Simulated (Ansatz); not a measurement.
# CH₂FGeO+ (SMILES O=[CH][GeH+][F]): single points off equilibrium

A test off equilibrium: a structure displaced at random from a GFN2-xTB minimum is computed at several levels, and each is set against CCSD(T).

Program: Ansatz 0.2.0, Gaussian basis. Level of theory: single points in def2-TZVPP. These are calculated values, not measurements.

Correlated methods freeze the cores. Filled d shells of the heavier atoms are correlated.

**1. Starting geometry**

6 atoms, charge 1, spin multiplicity 1.

Atoms are counted from 1 here; the program's logs count them from 0.

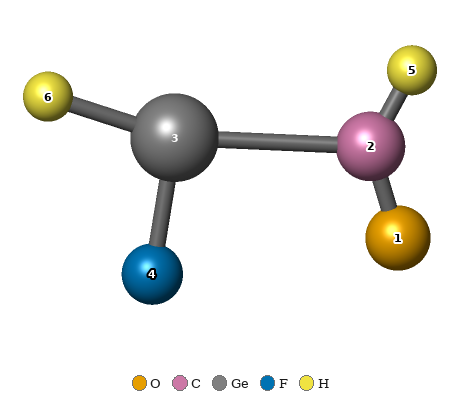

As it starts; oxygen amber, carbon pink, germanium grey, fluorine blue, hydrogen yellow; atoms are numbered from 1 in the order of the file.

As a file:

```xyz
6
charge 1, multiplicity 1
O     0.04110   -0.87050   -1.73780
C     0.83090   -0.54510   -0.92160
Ge   -0.27150    0.49590    0.89310
F    -1.82770    0.27400    0.29600
H     1.87610   -0.57540   -0.84790
H    -0.60970    1.17960    2.32900
```

**2. CCSD(T)/def2-TZVPP**

Input file run/in.yaml:

```yaml
crystal:
  periodic: [false, false, false]
  atoms:
    - {symbol: O, position_ang: [0.041100, -0.870500, -1.737800]}
    - {symbol: C, position_ang: [0.830900, -0.545100, -0.921600]}
    - {symbol: Ge, position_ang: [-0.271500, 0.495900, 0.893100]}
    - {symbol: F, position_ang: [-1.827700, 0.274000, 0.296000]}
    - {symbol: H, position_ang: [1.876100, -0.575400, -0.847900]}
    - {symbol: H, position_ang: [-0.609700, 1.179600, 2.329000]}
basis:
  gaussian: {orbitals: def2-TZVPP}
total_charge: 1
correlation: {method: ccsd_t}
output: {forces: true}
```

No record of the launch command was kept for these runs.

**3. PBE0-D4/def2-TZVPP**

Edit run/in.yaml of step 2 so:

```diff
@@ -12,3 +12,3 @@
 total_charge: 1
-correlation: {method: ccsd_t}
-output: {forces: true}
+hamiltonian: {xc: pbe0, dispersion: d4}
+output: {forces: true, orbitals: {seedname: orbitals}}
```

**4. wB97M-V/def2-TZVPP**

Edit run/in.yaml of step 3 so:

```diff
@@ -12,3 +12,3 @@
 total_charge: 1
-hamiltonian: {xc: pbe0, dispersion: d4}
-output: {forces: true, orbitals: {seedname: orbitals}}
+hamiltonian: {xc: {name: wB97M-V}}
+output: {forces: true}
```

**5. r2SCAN-D4/def2-TZVPP**

Edit run/in.yaml of step 4 so:

```diff
@@ -12,3 +12,3 @@
 total_charge: 1
-hamiltonian: {xc: {name: wB97M-V}}
+hamiltonian: {xc: r2scan, dispersion: d4}
 output: {forces: true}
```

**6. PBE-D4/def2-TZVPP**

Edit run/in.yaml of step 5 so:

```diff
@@ -12,3 +12,3 @@
 total_charge: 1
-hamiltonian: {xc: r2scan, dispersion: d4}
+hamiltonian: {xc: pbe, dispersion: d4}
 output: {forces: true}
```

**7. wB97X-V/def2-TZVPP**

Edit run/in.yaml of step 6 so:

```diff
@@ -12,3 +12,3 @@
 total_charge: 1
-hamiltonian: {xc: pbe, dispersion: d4}
+hamiltonian: {xc: {name: wB97X-V}}
 output: {forces: true}
```

**8. CAM-B3LYP-D4/def2-TZVPP**

Edit run/in.yaml of step 7 so:

```diff
@@ -12,3 +12,3 @@
 total_charge: 1
-hamiltonian: {xc: {name: wB97X-V}}
+hamiltonian: {xc: {name: CAM-B3LYP}, dispersion: d4}
 output: {forces: true}
```

(Steps that only read results are left out.)

**Question.** What will these runs give? Wanted: energy less free atoms, CCSD(T)/def2-TZVPP; RMS force component; RMS force error; HOMO and LUMO, PBE0-D4; T1 diagnostic.

As calculated:

| quantity | value |
| --- | --- |
| energy less free atoms, CCSD(T)/def2-TZVPP | -12.829 eV |
| RMS force component | 1.098 to 1.585 eV/Å over the methods |
| RMS force error | PBE0-D4 0.458, wB97M-V 0.489, r2SCAN-D4 0.253, PBE-D4 0.307, wB97X-V 0.420, CAM-B3LYP-D4 0.567 eV/Å |
| HOMO and LUMO, PBE0-D4 | -14.00 and -9.22 eV |
| T1 diagnostic | 0.019 |

**Reading.** Against CCSD(T) the functionals' energies less atoms differ by -1.765 to -0.450 eV, PBE-D4 by -1.765 eV. CCSD(T) in triple zeta still lacks some correlation energy of the bonds, so part of these gaps is its own basis error and they don't rank the functionals. The forces of r2SCAN-D4 come nearest to CCSD(T), those of CAM-B3LYP-D4 are farthest.
